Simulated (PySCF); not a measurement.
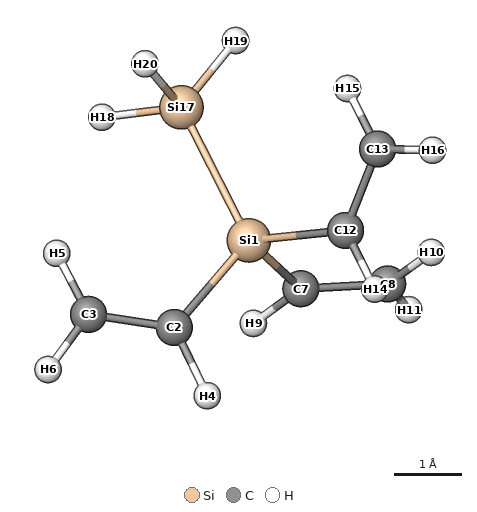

C6H12Si2, before the relaxation. Style: ball-and-stick. Shown from a free direction.

The start comes from GFN2-xTB. Its atoms were then displaced at random by about 0.03 Å.

Level of theory: PBE0-D3(BJ)/def2-SVP geometry optimisation, gas phase in PySCF.

```xyz
20

Si    0.1390   -0.1064    0.1802
C    -0.2579    0.1268    2.0244
C    -1.0362   -0.7036    2.7187
H     0.3176    0.9865    2.5314
H    -1.4660   -1.5712    2.2631
H    -1.1466   -0.5624    3.7991
C     1.9899   -0.1567   -0.0259
C     2.7127    0.5181   -0.9524
H     2.4797   -0.8091    0.6996
H     2.1883    1.1771   -1.5976
H     3.7097    0.3854   -1.0117
C    -0.4321    1.6197   -0.5922
C    -1.2746    1.7553   -1.7323
H    -0.1578    2.5366   -0.1123
H    -1.5736    0.8216   -2.2238
H    -1.4675    2.7188   -2.1107
Si   -0.9898   -1.8248   -0.7824
H    -0.6886   -3.1002   -0.0859
H    -0.6522   -2.0746   -2.1805
H    -2.5317   -1.7227   -0.7095
```

Q: Predict the outcome.

A: The atom that moves furthest after the best rigid fit is H19 (0.17 Å). Largest moves by element: H 0.17 Å, Si 0.16 Å, C 0.11 Å. Among the contacts that change: Si1–C12 1.975 → 1.877 Å, C8–H11 1.007 → 1.096 Å, C12–C13 1.424 → 1.338 Å, Si1–Si17 2.270 → 2.351 Å. Bond angles that change, for instance: H15–C13–H16 124.6° → 115.8°, C2–Si1–C12 102.2° → 110.4°, C7–Si1–Si17 115.3° → 108.1°. The energy falls by 20.2 kcal/mol in 9 geometry steps.

History of the run:

```csv
step,"E − E(0), kcal/mol"
0,0.00
1,-17.42
2,-18.93
3,-19.93
4,-20.04
5,-20.11
6,-20.14
7,-20.15
8,-20.16
9,-20.17
```

Final geometry:

```xyz
20

Si    0.1035    0.0440    0.2257
C    -0.2550    0.1278    2.0657
C    -1.0376   -0.7250    2.7366
H     0.2264    0.9353    2.6362
H    -1.5514   -1.5577    2.2412
H    -1.2070   -0.6361    3.8157
C     1.9510   -0.1708   -0.0332
C     2.6536    0.4981   -0.9554
H     2.4758   -0.9080    0.5899
H     2.1808    1.2398   -1.6097
H     3.7278    0.3345   -1.1014
C    -0.4369    1.6309   -0.6177
C    -1.1870    1.6917   -1.7240
H    -0.0991    2.5796   -0.1763
H    -1.5603    0.7903   -2.2246
H    -1.4677    2.6449   -2.1866
Si   -0.9884   -1.8062   -0.7298
H    -0.5347   -3.0703   -0.0672
H    -0.6527   -1.9023   -2.1854
H    -2.4787   -1.7260   -0.6001
```

After the run, drawn alike:

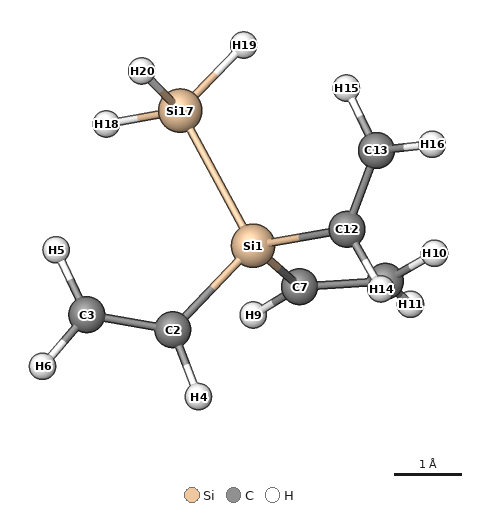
